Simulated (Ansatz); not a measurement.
Consider BH₄OSSi (charge +1).

The calculation's input:

```
crystal:
  periodic: [false, false, false]
  atoms:
    - {symbol: S, position_ang: [-0.573749, 1.381136, -0.927535]}
    - {symbol: Si, position_ang: [0.527460, -0.125466, 0.441534]}
    - {symbol: B, position_ang: [-0.437515, -1.794022, 0.665313]}
    - {symbol: O, position_ang: [0.267882, -1.600223, -0.438404]}
    - {symbol: H, position_ang: [-1.031360, 2.211017, 0.035210]}
    - {symbol: H, position_ang: [0.450518, 2.191703, -1.274672]}
    - {symbol: H, position_ang: [1.922615, 0.334795, 0.309453]}
    - {symbol: H, position_ang: [-1.125851, -2.598939, 1.189102]}
basis:
  gaussian: {orbitals: def2-TZVPP}
total_charge: 1
hamiltonian: {xc: pbe0, dispersion: d4}
output: {orbitals: {seedname: orbitals}}
```

Run with:

```sh
ansatz run in.yaml --threads 2 --pin off --events-out ev --progress --plain --max-ram 4352MiB
```

Geometry: PBE0-D4/def2-TZVP.

Computed with RKS PBE0-D4/def2-TZVPP (Ansatz).

**What can the converged electron density and electron localisation function tell about the bonding?**

B–O (1.32 Å): ρ is about 2.3 e/Å³ halfway; the ELF peaks at about 0.90 between the atoms; a polar covalent bond.
Si–O (1.74 Å): ρ at the midpoint is about 0.97 e/Å³; the ELF peaks at about 0.85 between the atoms; a shared but strongly polarised pair.
Si–B (1.94 Å): ρ is about 0.7 e/Å³ halfway; the ELF peaks at about 0.60 between the atoms.
B–H (1.18 Å): ρ is about 1.4 e/Å³ halfway; the ELF climbs to about 1 towards the hydrogen, as it does in any bond to H; a covalent bond by its length.

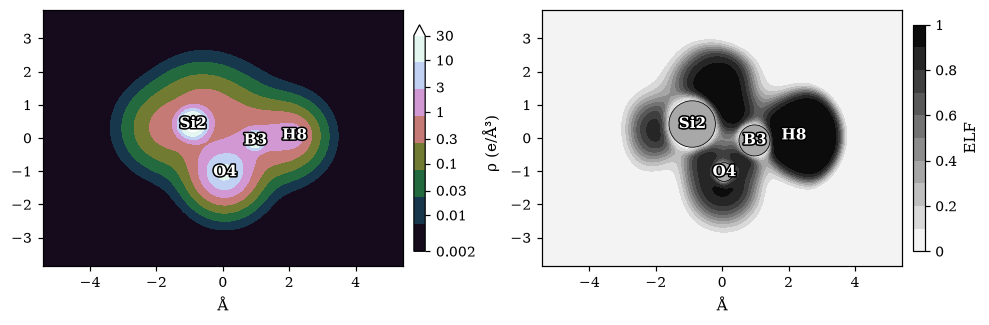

Computed electron density and electron localisation function on the plane of atoms Si2, B3 and O4, in this order. Grey discs cover the atomic cores in the ELF map. 
